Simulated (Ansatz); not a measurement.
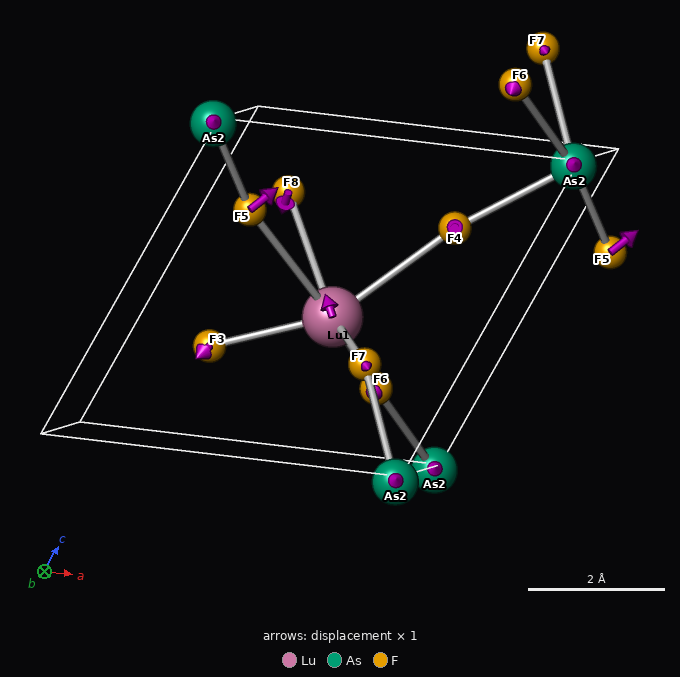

A relaxation of a crystal of LuAsF₆ (built on the MgZrF6-225 type type). The starting structure is drawn; purple arrows show the displacements (the part carried along by the change of the cell is left out), at their true length.

Style: ball-and-stick. Shown: the cell of the calculation, reduced to other axes, from a free direction. Lengths and directions refer to the drawn axes.

Case: shaken.

These are results of DFT, PBEsol, plane waves, PAW in Ansatz 0.2.0, not measurements.

Input
```yaml
crystal:
  lattice:
    - [-0.0397776712, 4.1835356606, 4.1610885801]
    - [4.185134403, -0.0488783686, 4.1701892775]
    - [4.1540731057, 4.1615750607, -0.0178170713]
  atoms:
    - { symbol: Lu, position: [0.4858536051, 0.4255641203, 0.5467310544] }
    - { symbol: As, position: [0.0485799959, -0.0209735426, -0.0111228532] }
    - { symbol: F, position: [0.7105582597, 0.2850817435, 0.2503507799] }
    - { symbol: F, position: [0.248506248, 0.7438016032, 0.7542242938] }
    - { symbol: F, position: [0.2640223607, 0.7257351919, 0.1927826478] }
    - { symbol: F, position: [0.7867231568, 0.2137024018, 0.7397016427] }
    - { symbol: F, position: [0.2067808061, 0.3103918294, 0.7232707432] }
    - { symbol: F, position: [0.721411605, 0.7692775259, 0.2282912659] }
kpoints:
  mp_grid: { grid: [4, 4, 4] }
hamiltonian:
  xc: pbesol
scf:
  occupations: { method: fermi_dirac, width: 0.05 }
relax:
  f_tol: 0.01
  cell: {}
  max_steps: 120
```

Launched with:
```bash
ansatz run input.yaml --threads 4 --pin off --max-ram 4608MiB --backend cpu --events-out ev --progress --plain --runs-dir out
```

Q: Atoms of which element are displaced furthest, and by how much?

A: Fluorine: up to 0.57 Å, against 0.38 Å for lutetium.

Q: What happened in the run?

A: The atom that moves furthest relative to the cell is F5 (0.57 Å along [2 −1 3]). Largest moves by element: F 0.57 Å, Lu 0.38 Å, As 0.27 Å. Cell: a 5.880 → 5.866 Å (−0.2 %), b 5.901 → 5.800 Å (−1.7 %), c 5.908 → 5.800 Å (−1.8 %), α 60.9° → 60.0°, β 60.5° → 60.4°. Volume −4.4 %. Some distances before and after: Lu1–F7 1.719 → 2.129 Å, As2–F3 2.409 → 2.047 Å, Lu1–F5 2.447 → 2.130 Å, As2–F5 1.784 → 2.048 Å. Bond angles that change, for instance: F7–Lu1–F8 154.5° → 180.0°, F6–Lu1–F7 114.7° → 90.1°, F3–Lu1–F4 156.8° → 180.0°. Within 0.06 Å the space group is P1 at the start and R-3 at the end; at a tighter tolerance small leftover displacements or strains of the cell lower it. The energy falls by 2.942 eV per cell of the calculation in 14 accepted moves (18 points after the start). Largest force component: 12 eV/Å at the start, 0.0059 eV/Å at the end. The pressure goes from 7.55 to 0.02 GPa. The line search rejected the trial step at point 11 of the run. At 3 points the geometry stayed and the basis and grid were re-selected for the new cell (energy shift of 12.1 meV per cell of the calculation at most each time). The run took 61 s on 4 threads of Intel(R) Xeon(R) 6975P-C (Granite Rapids) (shared host), peak memory 0.67 GiB.
